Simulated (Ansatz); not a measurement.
**CdSe: Se → Mo**

Consider CdSe in the wurtzite structure (space group P6_3mc, No. 186; a = 4.383 Å, c = 7.155 Å).

Now apply this change: Mo takes the place of Se on all its sites, then cell and atoms are relaxed.

Computed with Ansatz (a quantum-chemistry and plane-wave program) PBE, without spin-orbit coupling, earlier PAW set. Settings: 12×12×9 k-points, 0.05 eV Fermi–Dirac smearing, for the changed cell.

- Volume per atom: 25.13 Å³ (base 29.76 Å³)
- Density: 6.88 g/cm³ (base 5.34 g/cm³)
- Space group: P6_3/mmc (No. 194) (base P6_3mc (No. 186))
- Band gap: zero (base 0.54 eV)

Final structure:

```
CELL_PARAMETERS angstrom
      4.62085     0.00000     0.00000
     -2.31043     4.00177     0.00000
      0.00000     0.00000     5.43539
ATOMIC_POSITIONS crystal
  Cd 0.66667 0.33333 0.25000
  Cd 0.33333 0.66667 0.75000
  Mo 0.66667 0.33333 0.75000
  Mo 0.33333 0.66667 0.25000
```

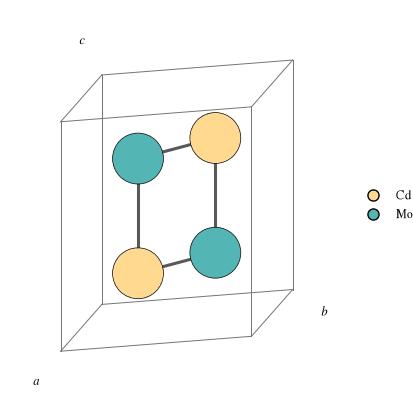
Figure: The relaxed conventional cell after the change

Cost of the whole job for the changed cell (relaxation, final SCF and bands): about 2.1 core-minutes (a rough figure).

Whether these cells are dynamically stable was not tested. As relaxed here, CdMo is a hypothetical phase, not in the database extracts checked. The final runs are not spin-polarised. CdMo has a high density of states at the Fermi level and may be magnetic at this level.
